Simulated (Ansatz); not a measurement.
## Geometry relaxation of WH8O2 (part 2 of 2)

The same run, continued: WH8O2; RKS PBE-D4/def2-SVP (Ansatz 0.2.0). The input holds or restrains some coordinates. Forces given for the steps count only the free coordinates. It belongs to a series of runs on one base structure; here: pulled along the bonds that form and break, towards end B.

Geometry of the input (Å):
```
W  0.0000  0.0000  0.0000
O  0.0000  0.0000  2.2900
H  -0.9095  -0.2814  2.6271
O  1.9400  0.0000  0.0000
H  2.2771  -0.9519  -0.0197
H  0.0000  1.7200  0.0000
H  -1.7200  0.0000  0.0000
H  0.0000  -1.7200  0.0000
H  0.0000  0.0000  -1.7200
H  1.3275  1.3829  0.6370
H  1.0111  1.0533  1.6250
```

Output, continued:
```
Atom 7 at    -0.976397    -1.201718    -0.116649 Å, force    -0.000837    -0.003099    -0.016591 eV/Å
Atom 8 at     0.072826     0.184404    -2.185895 Å, force    -0.001148    -0.011871     0.009246 eV/Å
Atom 9 at     0.447674     1.369379     0.499659 Å, force    -0.111790    -0.295280    -0.328905 eV/Å
Atom 10 at     0.458511     0.667069     2.225900 Å, force     0.229419    -0.468606     0.246012 eV/Å
Dipole moment:     0.034008    -0.143629     0.372284 e Å
```

Trajectory as extended XYZ (Å, eV, eV/Å), 10 of the 25 frames kept, from step=1 to step=25:
```
11
Properties=species:S:1:pos:R:3:forces:R:3 step=1 energy=-6036.26504
W     0.0000    0.0000    0.0000    4.5637   2.4845   6.5051
O     0.0000    0.0000    2.2900   -1.7668  -0.7483  -1.7676
H    -0.9095   -0.2814    2.6271    1.1510   0.4912  -0.1939
O     1.9400    0.0000    0.0000    1.7663  -4.5026  -1.0480
H     2.2771   -0.9519   -0.0197    0.3770   0.9429  -0.6912
H     0.0000    1.7200    0.0000   -1.2393   2.0163  -1.7167
H    -1.7200    0.0000    0.0000   -0.9241  -0.5441   0.0729
H     0.0000   -1.7200    0.0000   -0.8505  -1.2882  -1.2261
H     0.0000    0.0000   -1.7200   -0.4236   0.0286  -0.1789
H     1.3275    1.3829    0.6370   -2.0771   0.4285   2.3631
H     1.0111    1.0533    1.6250   -0.5765   0.6910  -2.1185
11
Properties=species:S:1:pos:R:3:forces:R:3 step=4 energy=-6038.28729
W     0.1575    0.1492   -0.3334    0.6986   0.4679   2.9480
O     0.1569    0.1298    2.6188   -0.2762  -0.8459  -0.0149
H    -0.8236   -0.2035    2.5802    2.3664   1.7499  -0.9664
O     2.0307   -0.0962   -0.0192    1.2595  -1.2938  -0.1961
H     2.3201   -1.0122   -0.0295    0.5977  -1.3217  -0.0804
H    -0.0910    1.7906    0.0053   -1.7884   0.5973   0.4224
H    -1.6849   -0.0072    0.0311    1.2603   0.0540   0.5167
H    -0.0310   -1.6924    0.0357   -0.2950   1.3861   0.6132
H     0.0006    0.0006   -1.8621    0.0738  -0.0154  -3.8314
H     1.2053    1.3736    0.3866   -1.8403  -0.0902  -0.0656
H     0.6856    0.7704    2.0258   -2.0563  -0.6882   0.6545
11
Properties=species:S:1:pos:R:3:forces:R:3 step=6 energy=-6040.91466
W     0.2360    0.1733   -0.4328    0.2555   0.4547   0.8647
O     0.2190    0.0755    2.7065   -0.4505  -0.2775  -0.5430
H    -0.7512   -0.0983    2.5279    1.1546   0.6630  -0.1342
O     2.1001   -0.2750   -0.0680   -0.1448  -0.2506  -0.3708
H     2.3410   -1.2155   -0.0397   -0.0244  -0.5565   0.0810
H    -0.4636    1.7002    0.0506   -0.5562  -0.7283  -0.1221
H    -1.4301   -0.0112    0.1458    0.5857  -0.0003   0.1831
H    -0.0741   -1.4229    0.1639    0.0207   0.6384   0.2066
H     0.1132    0.1022   -2.1241    0.2785   0.3069  -0.4876
H     1.0790    1.3856    0.4060   -0.4269  -0.0582  -0.1173
H     0.5568    0.7889    2.1033   -0.6922  -0.1917   0.4396
11
Properties=species:S:1:pos:R:3:forces:R:3 step=9 energy=-6041.41646
W     0.3256    0.1430   -0.4373   -0.3004   0.2391   0.7615
O     0.2399    0.1382    2.6871   -0.2829   0.5547  -0.7800
H    -0.7232    0.0523    2.4896    0.3303   0.0101   0.1186
O     2.1441   -0.4810   -0.2729    0.2353  -0.1707  -0.2749
H     2.2696   -1.4441   -0.1106   -0.0517   0.3328   0.1415
H    -0.7100    1.5168   -0.0969    0.2064  -0.1677   0.0479
H    -1.2250   -0.1394    0.2580   -0.0505   0.2037  -0.0534
H    -0.0167   -1.3904    0.1653    0.0184  -0.1009  -0.0983
H     0.1808    0.4219   -2.1374    0.1059  -0.0943   0.0629
H     1.0103    1.3412    0.5731   -0.1289  -0.2106  -0.2913
H     0.4308    1.0443    2.3214   -0.0820  -0.5962   0.3655
11
Properties=species:S:1:pos:R:3:forces:R:3 step=12 energy=-6041.48309
W     0.3040    0.1090   -0.4439    0.3236   0.0796   0.4997
O     0.2215    0.0943    2.6787   -0.0253   0.5408  -0.5756
H    -0.7398    0.1536    2.4781    0.2046  -0.0455   0.0570
O     2.1498   -0.4435   -0.3362   -0.0680  -0.0048  -0.1204
H     2.3240   -1.3568   -0.0331    0.0646  -0.0011   0.0907
H    -0.6979    1.4814   -0.1561   -0.0104   0.1001  -0.0700
H    -1.2469   -0.0643    0.2925    0.0150   0.0231   0.0602
H    -0.0659   -1.4493    0.0972   -0.0792  -0.0187   0.0226
H     0.1837    0.3945   -2.1389   -0.0280   0.0392   0.0340
H     0.9578    1.2901    0.6036   -0.2140  -0.1337  -0.2543
H     0.5358    0.9940    2.3977   -0.1830  -0.5790   0.2560
11
Properties=species:S:1:pos:R:3:forces:R:3 step=14 energy=-6041.56802
W     0.2967    0.0505   -0.4529    0.4982   0.0872   0.0187
O     0.2285   -0.0094    2.6787   -0.5914   1.4443  -0.8394
H    -0.7123    0.2415    2.3880    1.3873  -0.4108   0.3800
O     2.1549   -0.4462   -0.4189    0.0343  -1.0762   1.1832
H     2.4270   -1.1972    0.2133   -0.2633   1.2312  -0.9966
H    -0.6634    1.4901   -0.4180    0.1108  -0.1060  -0.1743
H    -1.2091    0.0312    0.4026    0.1914   0.1922   0.1954
H    -0.2031   -1.5048    0.0297   -0.2296   0.0483   0.0016
H     0.0898    0.4312   -2.1181   -0.0796   0.0137   0.1451
H     0.8019    1.2599    0.6549   -0.3326  -0.2336  -0.2364
H     0.7154    0.8560    2.4802   -0.7256  -1.1903   0.3228
11
Properties=species:S:1:pos:R:3:forces:R:3 step=17 energy=-6042.14130
W     0.2732   -0.0174   -0.4713   -0.3624   0.0243   0.2243
O     0.4241   -0.1678    2.6555    0.3909   0.4165  -0.3319
H    -0.4811   -0.0431    2.2980   -0.0637  -0.0616   0.0395
O     2.1062   -0.4461   -0.2907    0.0253  -0.1940   0.8212
H     2.4591   -0.7705    0.5792   -0.0286   0.3266  -0.5589
H    -0.4887    1.4899   -0.7810    0.2165  -0.0736   0.0124
H    -1.0734    0.2884    0.5411    0.1490   0.1131   0.0831
H    -0.6617   -1.4097   -0.0559    0.0534   0.1588  -0.1049
H     0.0184    0.3333   -2.1221    0.0172  -0.0079   0.0185
H     0.5362    1.2301    0.6598   -0.1395  -0.1755  -0.4563
H     0.8137    0.7158    2.4268   -0.2580  -0.5269   0.2531
11
Properties=species:S:1:pos:R:3:forces:R:3 step=20 energy=-6042.31330
W     0.2300   -0.0302   -0.5083   -0.2277   0.5254   0.7963
O     0.6797   -0.2393    2.5835   -1.1985   0.7635  -0.3663
H    -0.3001   -0.4452    2.6465    1.0705   0.0364  -0.0527
O     2.0074   -0.5152   -0.1675    0.2043  -0.0742   0.3201
H     2.3967   -0.5124    0.7386   -0.1051   0.0430  -0.2927
H    -0.2915    1.5348   -0.9626    0.0484  -0.0636  -0.0593
H    -1.0375    0.4492    0.5311    0.0032  -0.0658  -0.1013
H    -0.8785   -1.2937   -0.1112    0.0286   0.0633  -0.0329
H     0.0313    0.2395   -2.1800    0.0289  -0.0168  -0.0458
H     0.4731    1.2881    0.5476   -0.0143  -0.2983  -0.4069
H     0.6158    0.7274    2.3216    0.1616  -0.9129   0.2415
11
Properties=species:S:1:pos:R:3:forces:R:3 step=22 energy=-6042.36929
W     0.2036   -0.0075   -0.4731    0.1714   0.2887   0.4529
O     0.7548   -0.2481    2.5977   -0.2691   0.5129  -0.5276
H    -0.1404   -0.6432    2.6379    0.0870  -0.0430   0.0735
O     1.9623   -0.5276   -0.0760   -0.0553   0.0646  -0.0602
H     2.3740   -0.4244    0.8067   -0.0272  -0.0365   0.0407
H    -0.2355    1.5374   -1.0523    0.0314  -0.0099  -0.0082
H    -1.0857    0.5410    0.4979    0.0104  -0.0163   0.0257
H    -0.9640   -1.2041   -0.0693   -0.0225  -0.0291   0.0204
H     0.0580    0.1612   -2.1631   -0.0044   0.0207  -0.0153
H     0.4518    1.3666    0.5074   -0.0315  -0.3037  -0.2972
H     0.5471    0.6516    2.2257    0.1098  -0.4485   0.2955
11
Properties=species:S:1:pos:R:3:forces:R:3 step=25 energy=-6042.38581
W     0.1968    0.0040   -0.4933    0.1382   0.3154   0.5026
O     0.8182   -0.1955    2.5697   -0.3447   0.4576  -0.4056
H    -0.0012   -0.7028    2.7384    0.0832  -0.0133   0.0257
O     1.9366   -0.5292   -0.0553    0.0469  -0.0449  -0.1100
H     2.2858   -0.4776    0.8608   -0.0759   0.0309   0.0614
H    -0.2076    1.5562   -1.0814    0.0071   0.0107   0.0117
H    -1.1050    0.5287    0.4775    0.0295   0.0224   0.0043
H    -0.9764   -1.2017   -0.1166   -0.0008  -0.0031  -0.0166
H     0.0728    0.1844   -2.1859   -0.0011  -0.0119   0.0092
H     0.4477    1.3694    0.4997   -0.1118  -0.2953  -0.3289
H     0.4585    0.6671    2.2259    0.2294  -0.4686   0.2460
```

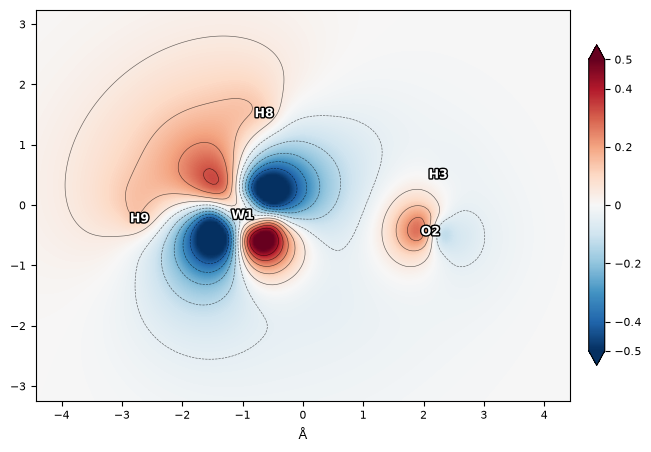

Fig. 1: One frontier orbital on the plane of atoms H8, W1 and H9 (values in Å⁻³ᐟ²; the overall sign is arbitrary). The LUMO, at −3.20 eV. By Hirshfeld shares it lies mainly on W1 (65 %).

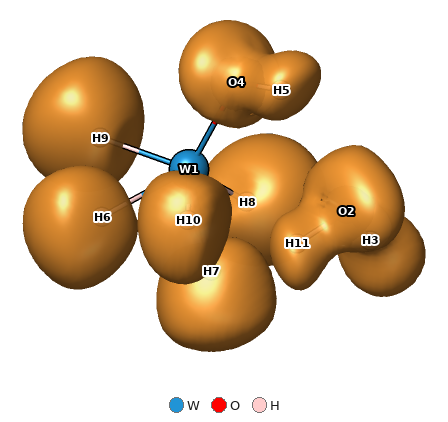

Fig. 2: Isosurface of the electron localisation function at 0.75 (orange), seen at a tilt. Core shells and regions of very low density are left out. Values along the shortest contacts: W–O (1.87 Å): the ELF peaks at about 0.85 in the valence shell of O, 0.5 Å from its nucleus, and drops to about 0.25 between the two atoms.

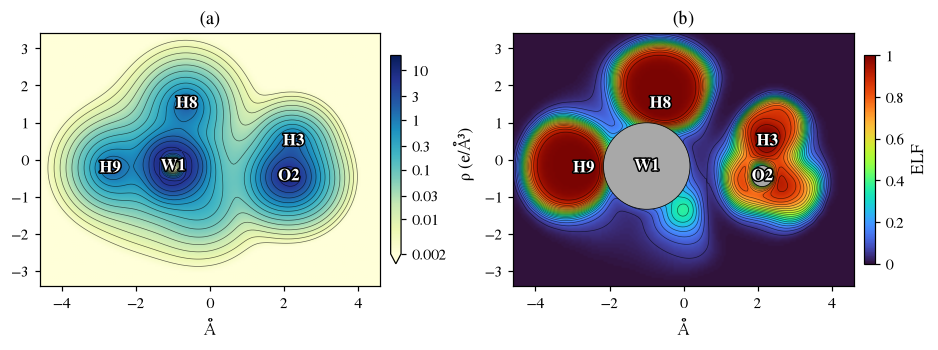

Fig. 3: (a) electron density; (b) ELF on the plane of atoms H8, W1 and H9. Grey discs, where drawn, cover atomic cores. O–H (0.98 Å): ρ at the midpoint is about 3.6 e/Å³, with its minimum of 2.3 e/Å³ about 0.8 Å from O; the ELF climbs to about 1 towards the hydrogen, as it does in any bond to H; a covalent bond by its length.

Results in brief:

```tsv
quantity	value
outcome	converged under the restraints of the input
total energy	−6042.3859 eV
mean-field energy	−6042.1863 eV
largest force (length of the vector) at the end, held atoms and coordinates included	0.702 eV/Å
hardware	2 threads of Arm Neoverse V1, 24 GiB of memory available, shared host
wall time	56 s (CPU time 1.8 min)
peak memory	0.14 GiB
```
